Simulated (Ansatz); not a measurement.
GaGeH$_{3}$O$_{2}$

The calculation's input:

```
crystal:
  periodic: [false, false, false]
  atoms:
    - { symbol: O, position_ang: [-1.4139, -0.3486, -0.6845] }
    - { symbol: Ga, position_ang: [-0.8039, -0.9721, 0.1044] }
    - { symbol: O, position_ang: [0.2551, -1.249, 0.9219] }
    - { symbol: Ge, position_ang: [1.3594, 0.2206, 0.6635] }
    - { symbol: H, position_ang: [-1.4964, 0.4818, -1.3064] }
    - { symbol: H, position_ang: [0.482, 1.4829, 1.0867] }
    - { symbol: H, position_ang: [1.6789, 0.3165, -0.8314] }
basis:
  gaussian: { orbitals: def2-SVP }
hamiltonian:
  xc: pbe
relax:
  f_tol: 0.02
  max_steps: 50
output:
  orbitals: {}
```

Launched as:

```sh
ansatz run input.yaml --threads 2 --pin off --max-ram 3072MiB --backend cpu --events-out ev --progress --plain --runs-dir out
```

The fields are those of the relaxed geometry.

All numbers below come from RKS PBE/def2-SVP (Ansatz).

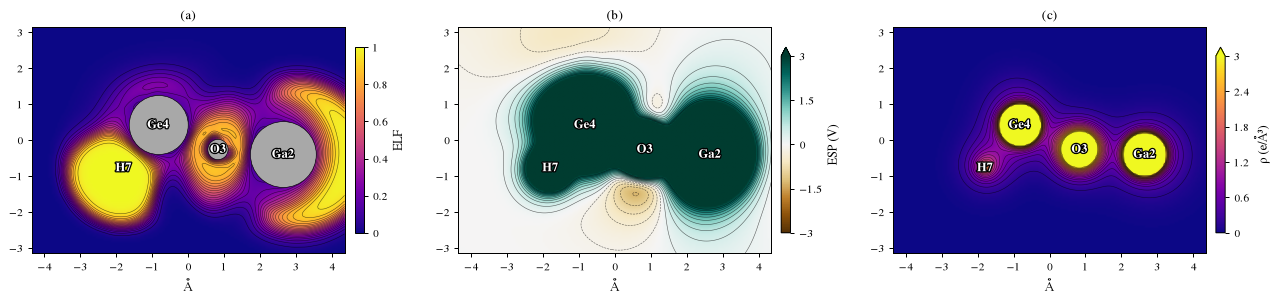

Figure 1. (a) ELF; (b) electrostatic potential; (c) total electron density on the plane of atoms Ga2, O3 and Ge4. Grey discs cover the atomic cores in the ELF map.

Q: Describe what can be read from this map.

A:
- The section cuts through Ga, O, Ge and H sites.
- Ge–O (1.78 Å): the density is about 0.91 e/Å³ at the midpoint; the ELF peaks at about 0.85 in the valence shell of O, 0.6 Å from its nucleus, and is about 0.30 at the midpoint.
- Ga–O (1.82 Å): ρ at the midpoint is about 0.75 e/Å³; the ELF peaks at about 0.80 in the valence shell of O, 0.6 Å from its nucleus, and is about 0.20 at the midpoint.
- Ge–H (1.56 Å): ρ is about 1 e/Å³ halfway; the ELF climbs to about 1 towards the hydrogen.
- The ELF also peaks beside O3, away from the bonds: lone-pair regions.
- Outside the dense part of the molecule the potential is most negative (−1.3 V) near O3.

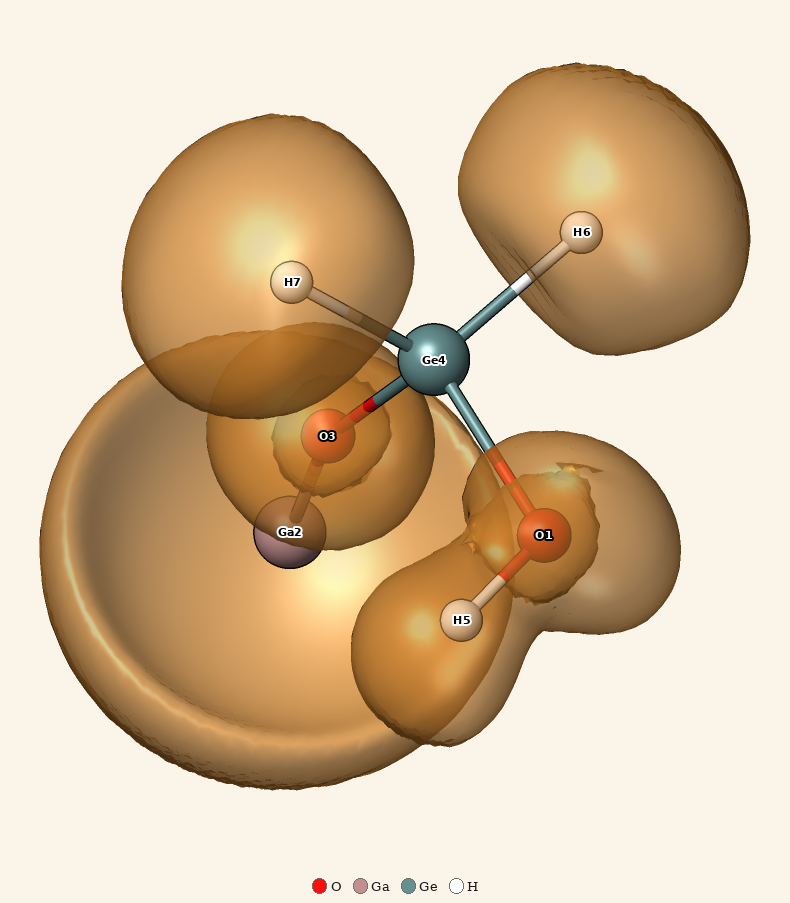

Figure 2. Isosurface of the electron localisation function at 0.75 (orange), seen at an oblique angle. Core shells and regions of very low density are left out.

Q: Describe the localisation domains.

A: The surface consists of two regions around hydrogen nuclei, one lobe on Ga, pointing away from the bonds (lone pairs), one region wrapped around O (its valence shell) and one joined region spread over several atoms (H, O), in which their bonds and any lone pairs are merged.

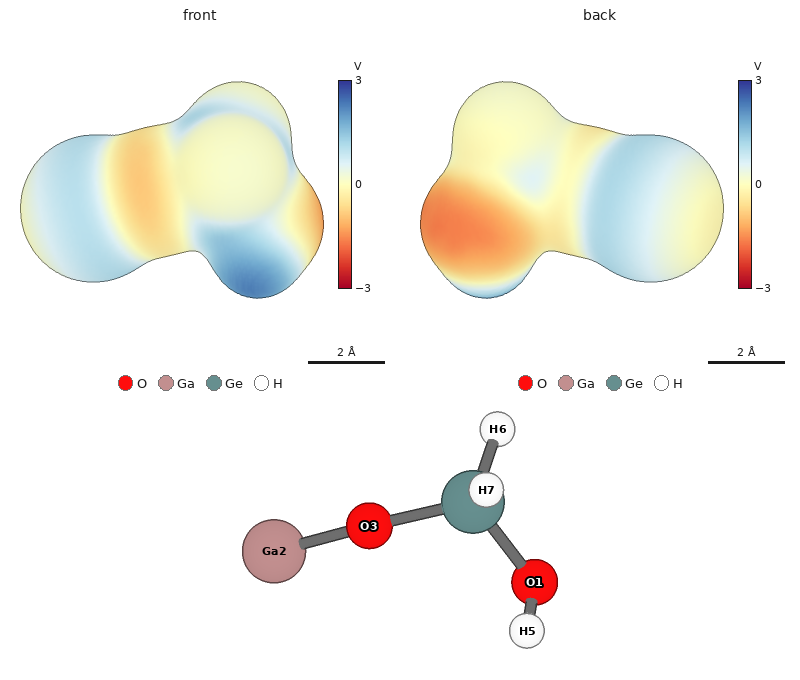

Figure 3. The molecular electrostatic potential painted on the density surface at 0.002 e/bohr³, seen from the front and from behind; the colour scale runs from red (negative) to blue (positive). The bare structure is drawn below in the same view.

Q: Which sites attract a positive test charge, and which a negative one?

A: A positive charge is drawn to the negative regions and a negative charge to the positive ones. The most negative region (about −1.6 V) lies over O1, the most positive (about +2.2 V) over H5. O1 is the likeliest acceptor of a hydrogen bond.
